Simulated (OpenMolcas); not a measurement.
Run report: AlNH$_{3}$O, energy and gradient calculation (part 3 of 3)

The same run, continued: AlNH$_{3}$O, multiplicity 2; HF/Ahlrichs_VDZ, ROHF, PCM solvent cyclohexane (OpenMolcas 26.06). A bond length was changed on purpose from its optimised value.

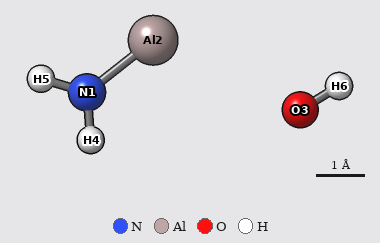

The structure as given in the input (ball-and-stick view, seen on its broad side; atoms are numbered from 1 in the order of the input). Sticks mark near contacts.

What the program printed, continued:
```
        1 N1     1s         0.0267   -0.0665   -0.1048   -0.1280   -0.0699   -0.0024   -0.1393
        2 N1     2s         0.2650   -0.4004   -0.8191   -0.4588   -0.4720   -0.0111   -1.1593
        3 N1     *s        -0.6554    0.5810    1.8285    0.1422    0.7125    0.0004    2.6926
        4 N1     2px       -0.2031    0.2807   -0.0161   -0.3051    0.5933    0.5783   -0.3945
        5 N1     *px       -0.2542    0.2608    0.3757   -0.8733    0.4612    0.6032   -1.2667
        6 N1     2py       -0.0944    0.2652   -0.0678   -0.2758   -0.2585   -0.4237   -0.0819
        7 N1     *py       -0.1715    0.6651    0.0599   -0.7014   -0.6748   -0.4609   -0.2741
        8 N1     2pz       -0.0902    0.0562    0.0221   -0.0586    0.6069   -0.7644   -0.2435
        9 N1     *pz       -0.0839   -0.1648    0.2183   -0.2213    0.7328   -0.7837   -0.7301
       10 AL2    1s         0.0045    0.0097   -0.0283    0.0378    0.0182    0.0013   -0.0052
       11 AL2    2s         0.0383    0.0625   -0.2166    0.2790    0.1189    0.0085   -0.0329
       12 AL2    3s         0.3723    0.1070   -1.4683    1.4485    0.2757    0.0170    0.1832
       13 AL2    *s        -0.1534   -0.3271    1.1476   -0.5269   -0.7825   -0.0442   -0.0783
       14 AL2    2px        0.0281    0.0501   -0.1364    0.0993    0.1020    0.0011   -0.0195
       15 AL2    3px       -0.2745   -0.0612    0.8138   -0.5344   -0.1545   -0.0197   -0.0696
       16 AL2    *px        0.2239    0.1583   -0.5747   -0.4250    0.4019   -0.0853    0.0476
       17 AL2    2py        0.0114    0.0116   -0.0350    0.0288    0.0123    0.0052   -0.0054
       18 AL2    3py       -0.0552   -0.0763    0.1881   -0.1272    0.0298    0.0091   -0.0150
       19 AL2    *py       -0.0867    0.2563   -0.1254    0.0065    0.1551    0.0893    0.0075
       20 AL2    2pz        0.0127    0.0282   -0.0731    0.0526    0.0626    0.0122   -0.0098
       21 AL2    3pz       -0.1540   -0.0054    0.4476   -0.2972   -0.1275    0.0079   -0.0398
       22 AL2    *pz        0.1925   -0.0207   -0.3187   -0.2816    0.1871    0.1657    0.0342
       23 O3     1s         0.0059    0.0022   -0.0030   -0.0003    0.0015    0.0001    0.0003
       24 O3     2s        -0.0693   -0.0337   -0.0406   -0.0035    0.0222    0.0011    0.0034
       25 O3     *s         0.5157    0.1939    0.1335   -0.0333   -0.1042   -0.0053   -0.0085
       26 O3     2px       -0.2668   -0.0917   -0.1400    0.0590    0.0548   -0.0007    0.0062
       27 O3     *px        0.2597    0.0332    0.2596   -0.1123   -0.1498    0.0003   -0.0157
       28 O3     2py       -0.1959   -0.3166   -0.3730   -0.0188   -0.2418   -0.0089    0.0105
       29 O3     *py        0.1869    0.3767    0.4390    0.0702    0.2824    0.0075   -0.0156
       30 O3     2pz       -0.0780    0.1026    0.0986    0.0501    0.1624    0.0141   -0.0009
       31 O3     *pz        0.0781   -0.1731   -0.0526   -0.1127   -0.2470   -0.0260   -0.0032
       32 H4     1s         0.2827   -0.4430    0.5045    0.3852   -0.2415   -0.0027   -0.8387
       33 H4     *s        -0.3558    1.4730   -1.3050   -0.9784   -0.4434   -0.0132   -0.5038
       34 H5     1s        -0.1763    0.3617    0.1167    0.6933   -0.4718   -0.0098   -0.8363
       35 H5     *s         0.8047   -1.4605   -0.7015   -0.6587    1.2239    0.0685   -0.5774
       36 H6     1s         0.7485    0.2981   -0.0857   -0.0465    0.0282    0.0015    0.0142
       37 H6     *s        -1.4431   -0.4493   -0.1298    0.2308    0.1812    0.0100   -0.0033
--

++    Molecular properties:
      ---------------------

      Charge (e):
                      =   -0.0000
      Dipole Moment (debye):
      Origin of the operator (angstrom)=   -0.0727    1.0309   -0.5984
                   X=  2.5823E-01               Y= -1.8186E-01               Z=  2.6622E-01           Total=  4.1307E-01
      Quadrupole Moment (debye*angstrom):
      Origin of the operator (angstrom)=   -0.0727    1.0309   -0.5984
                  XX= -2.1295E+01              XY= -3.7642E+00              XZ=  5.6605E+00              YY= -2.4281E+01
                  YZ= -3.8462E+00              ZZ= -2.1070E+01
      In traceless form (debye*angstrom)
                  XX=  1.3804E+00              XY= -5.6463E+00              XZ=  8.4907E+00              YY= -3.0985E+00
                  YZ= -5.7694E+00              ZZ=  1.7181E+00
--

--- Stop Module: scf /rc=_RC_ALL_IS_WELL_ ---
--- Module scf spent 2 seconds ---

--- Start Module: rasscf ---

                                              &RASSCF

                       available to each process: 1.9 GB of memory, 1 thread

      Header of the ONEINT file:
      --------------------------

      OrdInt status: non-squared

      Cartesian coordinates in angstrom:
      -----------------------------------------------------
      No.  Label        X            Y            Z
      -----------------------------------------------------
       1   N1        -1.52280700   1.46001500  -1.79131300
       2   AL2       -0.00370700   1.82111500  -0.95981300
       3   O3         1.19410000  -0.61850000   1.10120000
       4   H4        -2.03320700   0.59621500  -1.68771300
       5   H5        -1.99360700   2.08141500  -2.42731300
       6   H6         2.00570000  -0.52510000   1.59680000
      -----------------------------------------------------
      Nuclear repulsion energy =   71.94599329

++    Wave function specifications:
      -----------------------------

      Number of closed shell electrons          30
      Number of electrons in active shells       1
      Max number of holes in RAS1 space          0
      Max nr of electrons in RAS3 space          0
      Number of inactive orbitals               15
      Number of active orbitals                  1
      Number of secondary orbitals              21
      Spin quantum number                      0.5
      State symmetry                             1
--

++    Orbital specifications:
      -----------------------

      Symmetry species                           1
                                                 a
      Frozen orbitals                            0
      Inactive orbitals                         15
      Active orbitals                            1
      RAS1 orbitals                              0
      RAS2 orbitals                              1
      RAS3 orbitals                              0
      Secondary orbitals                        21
      Deleted orbitals                           0
      Number of basis functions                 37
--

++    CI expansion specifications:
      ----------------------------

      Number of CSFs                             1
      Number of determinants                     1
      Number of root(s) required                 1
      Root chosen for geometry opt.              1
      CI root used                               1

      highest root included in the CI            1
      max. size of the explicit Hamiltonian      1
--

++    Optimization specifications:
      ----------------------------

      RASSCF algorithm: Conventional
      Maximum number of macro iterations       200
      Maximum number of SX iterations          100
      Threshold for RASSCF energy            1.000E-08
      Threshold for max MO rotation          1.000E-01
      Threshold for max BLB element          1.000E-04
      Level shift parameter                  5.000E-01
      Make Quasi-Newton update

      Polarizable Continuum Model (PCM) activated
      Solvent: cyclohexane
      Version: Dielectric
      Average area for surface element on the cavity boundary: 0.4000 angstrom^2
      Minimum radius for added spheres: 0.2000 angstrom
      Calculation type: equilibrium

      Reaction field from state:            1
--

      The MO-coefficients are taken from the file:
      test.UnaOrb
      Title:UHF natural orbitals

      Total molecular charge    0.00

      ************************************************************************************************************************
      *                                            Wave function control section                                             *
      ************************************************************************************************************************

                                         RASSCF iterations: Energy and convergence statistics
                                         ----------------------------------------------------

          iter iter root      energy       change     param      element    value   shift minimum  type update hh:mm:ss
 Nr of preliminary CI iterations:   1
        1   1    9    1  -372.70069403    0.00E+00  -9.18E-03   15  16 1  4.58E-03*  0.46   0.00    SX    NO    0:00:00
        2   1    8    1  -372.70080452   -1.10E-04*  4.32E-03   15  16 1  2.11E-03*  0.46   0.00    SX    NO    0:00:00
        3   1    8    1  -372.70082360   -1.91E-05*  2.23E-03   15  16 1  1.07E-03*  0.46   0.00    SX    NO    0:00:00
        4   1    8    1  -372.70082822   -4.63E-06* -1.17E-03   15  16 1  5.52E-04*  0.46   0.00    SX    NO    0:00:00
        5   1    7    1  -372.70082956   -1.34E-06* -1.47E-03   15  16 1  2.93E-04*  0.46   2.26    LS   YES    0:00:00
        6   1    7    1  -372.70083017   -6.05E-07* -1.41E-04   13  16 1 -1.20E-04*  0.46   1.00    QN   YES    0:00:00
        7   1    6    1  -372.70083024   -7.37E-08* -2.12E-04   13  16 1 -9.71E-05   0.46   2.50    LS   YES    0:00:00
        8   1    6    1  -372.70083030   -6.08E-08* -2.22E-04   13  16 1 -6.33E-05   0.46   1.52    QN   YES    0:00:00
        9   1    6    1  -372.70083034   -3.76E-08*  1.49E-04   15  29 1  4.51E-05   0.46   1.60    QN   YES    0:00:00
       10   1    5    1  -372.70083035   -1.38E-08*  1.91E-05   15  21 1  1.53E-05   0.46   1.20    QN   YES    0:00:00
       11   1    5    1  -372.70083036   -1.52E-09   6.76E-06   15  30 1  9.15E-06   0.46   1.38    QN   YES    0:00:00
      Convergence after 11 iterations
       12   1    5    1  -372.70083036   -3.58E-10   6.76E-06   15  30 1  5.10E-06   0.46   1.38    QN   YES    0:00:00

      ************************************************************************************************************************
                                                      Wave function printout:
                       occupation of active orbitals, and spin coupling of open shells (u,d: Spin up or down)
      ************************************************************************************************************************

      Note: transformation to natural orbitals
      has been made, which may change the order of the CSFs.

      printout of CI-coefficients larger than  0.05 for root  1
      energy=    -372.700830
      conf/sym  1     Coeff  Weight
             1  u   1.00000 1.00000

      Natural orbitals and occupation numbers for root  1
      sym 1:   1.000000

      ************************************************************************************************************************
      *                                                    Final results                                                     *
      ************************************************************************************************************************

++    Final optimization conditions:
      ------------------------------

      Average CI energy                            -372.70083036
      RASSCF energy for state  1                   -372.70083036
      Super-CI energy                                -0.00000000
      RASSCF energy change                           -0.00000000
      Max change in MO coefficients              -1.457E-05
      Max non-diagonal density matrix element     6.761E-06
      Maximum BLB matrix element                  5.102E-06
      (orbital pair  15,  30 in symmetry   1)
      Norm of electronic gradient            9.204E-06
--

      Final state energy(ies):
      ------------------------

::    RASSCF root number  1 Total energy:   -372.70083036
      Von Neumann Entropy (Root   1) =  0.50000

      Mulliken population analysis for root number:  1
      -----------------------------------------------

++    Molecular charges:
      ------------------

      Mulliken charges per centre
      ---------------------------

                N1      AL2     O3      H4      H5      H6
      Total    8.1154 12.4007  8.3279  0.7428  0.7469  0.6663

      N-E     -1.1154  0.5993 -0.3279  0.2572  0.2531  0.3337

      Total electronic charge=   31.000000

      Total            charge=   -0.000000
--

      Expectation values of various properties for root number:  1
      -----------------------------------------------------------

++    Molecular properties:
      ---------------------

      Charge (e):
                      =   -0.0000
      Dipole Moment (debye):
      Origin of the operator (angstrom)=   -0.0727    1.0309   -0.5984
                   X=  2.5356E-01               Y= -2.3244E-01               Z=  2.8911E-01           Total=  4.4934E-01
      Quadrupole Moment (debye*angstrom):
      Origin of the operator (angstrom)=   -0.0727    1.0309   -0.5984
                  XX= -2.1297E+01              XY= -3.8271E+00              XZ=  5.7013E+00              YY= -2.4248E+01
                  YZ= -3.9134E+00              ZZ= -2.1023E+01
      In traceless form (debye*angstrom)
                  XX=  1.3378E+00              XY= -5.7407E+00              XZ=  8.5519E+00              YY= -3.0873E+00
                  YZ= -5.8701E+00              ZZ=  1.7496E+00
--

      Mulliken spin population analysis for root number:  1
      ---------------------------------------------------

++    Molecular charges:
      ------------------

      Mulliken spin population per centre
      ---------------------------

                N1      AL2     O3      H4      H5      H6
      Total    0.0002  0.0073  0.9924  0.0001  0.0000  0.0000

      Total electronic spin=    1.000000
--

      Canonical orbitals are written to the RASORB file
      Natural orbitals for root   1 are written to the RASORB.1 file
      Spin density orbitals for root   1 are written to the SPDORB.1 file

--- Stop Module: rasscf /rc=_RC_ALL_IS_WELL_ ---
--- Module rasscf spent 1 second ---

--- Start Module: alaska ---

                                              &ALASKA

                       available to each process: 1.9 GB of memory, 1 thread

                     Threshold for contributions to the gradient: 1.000E-07

                    ********************************************
                    * Symmetry Adapted Cartesian Displacements *
                    ********************************************

           Irreducible representation : a
           Basis function(s) of irrep: x, y, xy, Rz, z, xz, Ry, yz, Rx, I

 Basis Label        Type   Center Phase
   1   N1           x         1     1
   2   N1           y         1     1
   3   N1           z         1     1
   4   AL2          x         2     1
   5   AL2          y         2     1
   6   AL2          z         2     1
   7   O3           x         3     1
   8   O3           y         3     1
   9   O3           z         3     1
  10   H4           x         4     1
  11   H4           y         4     1
  12   H4           z         4     1
  13   H5           x         5     1
  14   H5           y         5     1
  15   H5           z         5     1
  16   H6           x         6     1
  17   H6           y         6     1
  18   H6           z         6     1

                     No automatic utilization of translational and rotational invariance of the energy is employed.

 Conventional ERI gradients!

 **************************************************
 *              Molecular gradients               *
 **************************************************

  Irreducible representation: a
 ------------------------------------------------------------------------------------------
                              X                       Y                       Z
 ------------------------------------------------------------------------------------------
  N1                1.41893544611138E-02    5.13667558492942E-03    6.81110990062805E-03
  AL2              -2.54052879016147E-02   -1.06186666062293E-02   -1.15514613081742E-02
  O3                2.07917389268496E-02    5.69214375560190E-03    1.10097134894450E-02
  H4                3.92277720436551E-03    2.22002765592721E-03    1.52445843704785E-03
  H5                4.81710610856001E-03   -1.70438252493144E-03    4.09595812401964E-03
  H6               -2.13667613392516E-02   -3.88059877387714E-03   -1.21899641155305E-02
 ------------------------------------------------------------------------------------------

--- Stop Module: alaska /rc=_RC_ALL_IS_WELL_ ---

.##################.
.# Happy landing! #.
.##################.

    Timing: Wall=4.83 User=4.30 System=0.51
```

This output came from the following input.

Input:
```
* AlH3NO Hartree-Fock

&GATEWAY
 COORD
 6
 angstrom
 N       -1.522807       1.460015      -1.791313
 Al      -0.003707       1.821115      -0.959813
 O        1.194100      -0.618500       1.101200
 H       -2.033207       0.596215      -1.687713
 H       -1.993607       2.081415      -2.427313
 H        2.005700      -0.525100       1.596800
 BASIS=Ahlrichs_VDZ
 GROUP=NoSym
 RF-INPUT
 PCM-Model
 Solvent=cyclohexane
 End of RF-Input

&SEWARD

&SCF
 UHF
 SPIN=2
 PRORBITALS=0

&RASSCF
 FILEORB=$Project.UnaOrb
 SPIN=2
 NACTEL=1 0 0
 INACTIVE=15
 RAS2=1
 OUTORBITALS=Canonical
 ORBLISTING=Nothing

&ALASKA
```

Run as:
```bash
export MOLCAS_MEM=1860
pymolcas test.inp > test.log
```

Summary:

| quantity | value |
| --- | --- |
| outcome | converged |
| total energy | −372.700830 hartree |
| basis functions | 37 |
| largest force | 1.535 eV/Å |
| dipole moment | 0.45 debye |
| hardware | 1 thread of Intel Xeon (Granite Rapids), 64 GiB of memory available, shared host |
| wall time | 5.1 s |
| peak memory | 0.37 GiB |
